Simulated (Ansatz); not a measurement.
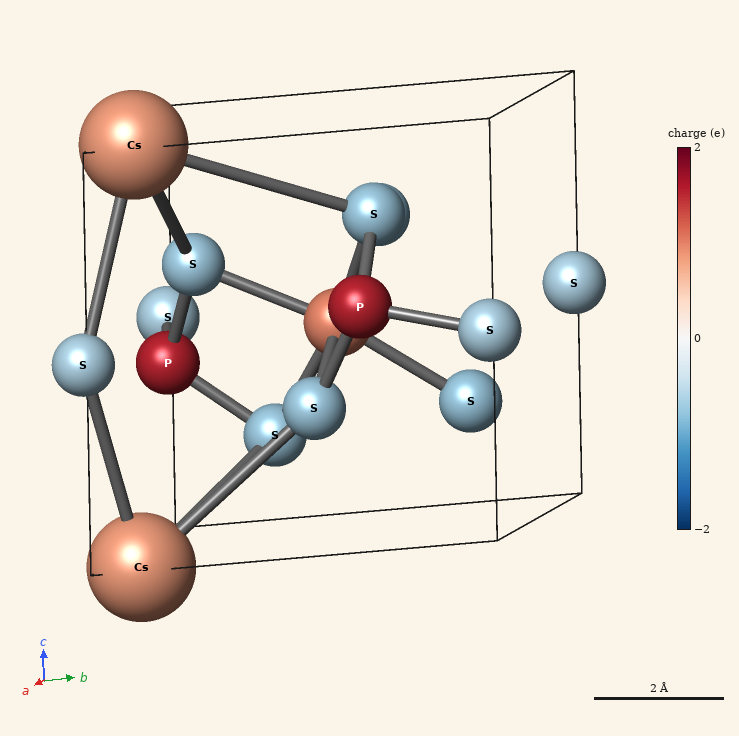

A ball-and-stick picture of a crystal structure, seen slightly off an axis. Lines trace the edges of the simulation cell. The atoms of this CsZnP2S7 cell are coloured by their Bader charge.

Computational set-up: Ansatz, DFT, PAW plane waves, PBE, plane waves up to 420 eV, a 5×5×5 sampling of the Brillouin zone, Fermi-Dirac smearing of 0.033 eV, no spin polarisation.

**Give the charges by element.**

Most positive: P; most negative: S. Charges: about Cs +0.8 e; Zn +1.0 e; P +1.5 e; S -0.7 to -0.6 e.

The structure is a generated cell, made by putting these elements into a known structure type (the compound may or may not exist in this form); no relaxation was done. It went into a calculation with Ansatz.

At this level of theory the cell isn't at rest (compressed, at 4 GPa and forces up to 0.8 eV/Å), so its distances can differ from those at equilibrium, the more so the softer the solid.
